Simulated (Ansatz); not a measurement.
Starting cell, GaP (zinc blende):

```xyz
4
Lattice="0.0000 5.4514 5.4514 2.7257 2.7257 5.4514 2.7257 2.7257 0.0000" Properties=species:S:1:pos:R:3 pbc="T T T"
P      4.0885     4.0885     4.0885
P      4.0885     6.8142     6.8142
Ga     0.0000     0.0000     0.0000
Ga     2.7257     5.4514     2.7257
```

A phonon eigenvector at X = (0.5, 0.5, 0.0) is frozen into this cell: atom i moves by Q times the vector below, so Q is the largest atomic displacement, in Å. The cell is held. (q is in reciprocal vectors of the primitive cell; the cell shown is doubled to hold the pattern.)

```
atom      x      y       z
----  -----  -----  ------
Ga3   0.000  0.000  -1.000
Ga4   0.000  0.000   1.000
```

Atoms not listed stay in place.

The numbers are results of r2SCAN (plane waves to 500 eV, PAW, scalar-relativistic; Ansatz, a quantum-chemistry and plane-wave program), not measurements. k mesh 10×10×10 (Γ-centred), Fermi-Dirac smearing 0.05 eV. E stands for the smeared free energy. GaP was relaxed with its symmetry unable to fall. ΔE is measured from the undisplaced structure.

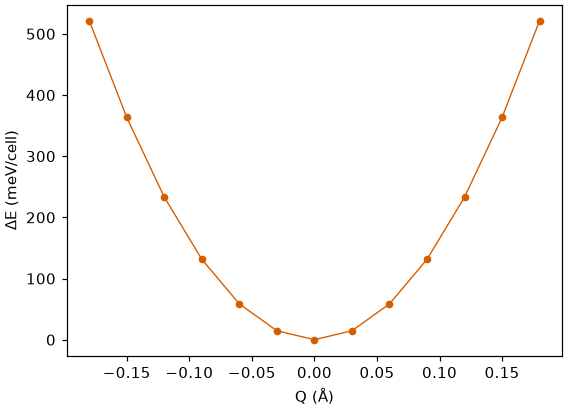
*ΔE (meV/cell) against Q (Å); markers are the computed points, lines only join them.*

Task: What is the energy change at Q = 0.180 Å?

Result: About 520 meV/cell.

Task: What harmonic wavenumber does the curvature at Q = 0 give?

Result: About 250 cm⁻¹.

(For displaced atoms, the force is minus the slope of the energy, and its curvature is a force constant, which sets phonon frequencies.)
